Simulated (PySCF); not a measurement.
**One shape, several levels: C3H8O2 (SMILES OCCCO)**

Aim: a comparison of 6 runs (B2PLYP/def2-SVP, B3LYP/def2-SVP, BHLYP/def2-SVP, CAM-B3LYP/def2-SVP, M06-2X/def2-SVP, wB97M-V/def2-SVP) of C3H8O2. Input form: a Python script.

The results are computed with PySCF 2.14.0.

### 1 The structure to begin with

C3H8O2 has 13 atoms, charge 0, and is taken as a singlet. As SMILES, `OCCCO`. The C2–C3 distance was set to 3.365 Å, away from the relaxed value. At this shape a bond of the SMILES string is far longer than usual.

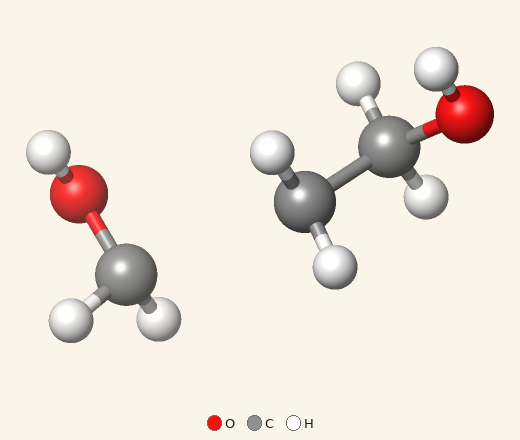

The structure, seen from a chosen angle (oxygen red, carbon grey, hydrogen white).

### 2 The energy at B2PLYP/def2-SVP (run 1)

Contents of run.py:

```python
from pyscf import gto, dft, mp

mol = gto.M(
    atom='''
O   -2.721732  -0.634469   2.545560
C   -1.350532  -0.898789   2.722800
C    0.546790   0.257780   0.196330
C    0.190180  -0.422220  -1.128360
O    0.958040   0.052040  -2.209280
H   -2.849502   0.319441   2.489890
H   -0.997652  -0.470039   3.672140
H   -1.271472  -1.986259   2.783330
H    1.598340   0.079300   0.424730
H    0.400650   1.339560   0.098780
H   -0.883170  -0.296510  -1.326990
H    0.404470  -1.491240  -1.065810
H    0.801110   0.997160  -2.312800
''',
    max_memory=1860,
    verbose=3,
    basis='def2-svp',
    spin=0,
)

myscf = dft.RKS(mol)
myscf.xc = '0.53*HF + 0.47*B88, 0.73*LYP'
myscf.grids.level = 5
myscf.conv_tol = 1e-10
myscf.kernel()
if not myscf.converged:
    myscf = myscf.newton().run(myscf.mo_coeff, myscf.mo_occ)

pt = mp.MP2(myscf, frozen=5).run()
e_final = myscf.e_tot + 0.27 * pt.e_corr
print('PT2 part  %.8f' % (0.27 * pt.e_corr))
print('E(%s) = %.9f' % ('B2PLYP', e_final))
```

Run with:

```sh
$ OMP_NUM_THREADS=1 python run.py
```

Output:

```text
converged SCF energy = -268.609065436687
E(RMP2) = -269.687134284367  E_corr = -1.07806884767972
E(SCS-RMP2) = -269.687615162598  E_corr = -1.07854972591148
PT2 part  -0.29107859
E(B2PLYP) = -268.900144026
```

It took 42 s on 1 thread of Intel Xeon at 2.70GHz, shared host; peak memory 0.59 GiB.

### 3 The energy at B3LYP/def2-SVP (run 2)

Contents of calc.py:

```python
from pyscf import gto, dft

mol = gto.M(
    atom='''
O   -2.721732  -0.634469   2.545560
C   -1.350532  -0.898789   2.722800
C    0.546790   0.257780   0.196330
C    0.190180  -0.422220  -1.128360
O    0.958040   0.052040  -2.209280
H   -2.849502   0.319441   2.489890
H   -0.997652  -0.470039   3.672140
H   -1.271472  -1.986259   2.783330
H    1.598340   0.079300   0.424730
H    0.400650   1.339560   0.098780
H   -0.883170  -0.296510  -1.326990
H    0.404470  -1.491240  -1.065810
H    0.801110   0.997160  -2.312800
''',
    max_memory=1860,
    charge=0,
    basis='def2-svp',
    verbose=3,
)

mf = dft.RKS(mol, xc='b3lyp')
mf.conv_tol = 1e-10
mf.grids.level = 5
mf.kernel()
if not mf.converged:
    mf = mf.newton().run(mf.mo_coeff, mf.mo_occ)

e_final = mf.e_tot
print(f'total energy: {e_final:.8f} hartree')
```

Run with:

```sh
$ OMP_NUM_THREADS=1 python calc.py
```

Output:

```text
converged SCF energy = -269.179030296369
total energy: -269.17903030 hartree
```

It took 52 s on 1 thread of Intel Xeon at 2.70GHz, shared host; peak memory 0.59 GiB.

Runs 3 to 5 aren't shown in full; the table further down has their settings and results.

### 4 The energy at wB97M-V/def2-SVP (run 6)

Contents of input.py:

```python
from pyscf import gto, dft

mol = gto.M(
    atom='''
O     -2.721732    -0.634469     2.545560
C     -1.350532    -0.898789     2.722800
C      0.546790     0.257780     0.196330
C      0.190180    -0.422220    -1.128360
O      0.958040     0.052040    -2.209280
H     -2.849502     0.319441     2.489890
H     -0.997652    -0.470039     3.672140
H     -1.271472    -1.986259     2.783330
H      1.598340     0.079300     0.424730
H      0.400650     1.339560     0.098780
H     -0.883170    -0.296510    -1.326990
H      0.404470    -1.491240    -1.065810
H      0.801110     0.997160    -2.312800
''',
    max_memory=1860,
    charge=0,
    verbose=3,
    basis='def2-svp',
)

mf = dft.RKS(mol, xc='wb97m-v')
mf.nlcgrids.level = 1
mf.conv_tol = 1e-10
mf.grids.level = 5
mf.kernel()
if not mf.converged:
    mf = mf.newton().run(mf.mo_coeff, mf.mo_occ)

energy = mf.e_tot
print('E(%s) = %.9f' % ('WB97M-V', energy))
```

Run with:

```sh
$ OMP_NUM_THREADS=1 python input.py
```

Output:

```text
converged SCF energy = -269.023565753377
E(WB97M-V) = -269.023565753
```

It took 4.2 min on 1 thread of Intel Xeon at 2.70GHz, shared host; peak memory 0.65 GiB.

### 5 All runs side by side

| run | level | frozen core orbitals | nlc grid | energy (Eh) | dipole moment (D) | HOMO energy (eV) | LUMO energy (eV) | wall time |
| --- | --- | --- | --- | --- | --- | --- | --- | --- |
| 1 | B2PLYP/def2-SVP | 5 | – | -268.900144 | 2.94 | -6.03 | -2.01 | 42 s |
| 2 | B3LYP/def2-SVP | – | – | -269.179030 | 2.84 | -5.31 | -3.17 | 52 s |
| 3 | BHLYP/def2-SVP | – | – | -268.990135 | 2.95 | -6.16 | -2.32 | 42 s |
| 4 | CAM-B3LYP/def2-SVP | – | – | -269.031291 | 2.98 | -6.50 | -2.15 | 61 s |
| 5 | M06-2X/def2-SVP | – | – | -269.022348 | 3.01 | -6.31 | -2.39 | 72 s |
| 6 | wB97M-V/def2-SVP | – | 1 | -269.023566 | 3.04 | -7.21 | -1.32 | 4.2 min |

### 6 What came out

```
            quantity          value
 run 6: total energy  -269.02357 Eh
run 6: dipole moment         3.04 D
  run 6: HOMO energy       -7.21 eV
  run 6: LUMO energy       -1.32 eV
run 6: HOMO–LUMO gap        5.89 eV
```

The dipole moment (its size) runs from 2.84 D (B3LYP/def2-SVP) to 3.04 D (wB97M-V/def2-SVP). The HOMO–LUMO gap runs from 2.13 eV (B3LYP/def2-SVP) to 5.89 eV (wB97M-V/def2-SVP). Totals of different functionals can't be ranked against each other. In runs 1, 2, 3, 4, 5, 6 a closed-shell determinant meets a far-stretched bond, which it describes badly. All runs together took 8.7 min, the longest 4.2 min.
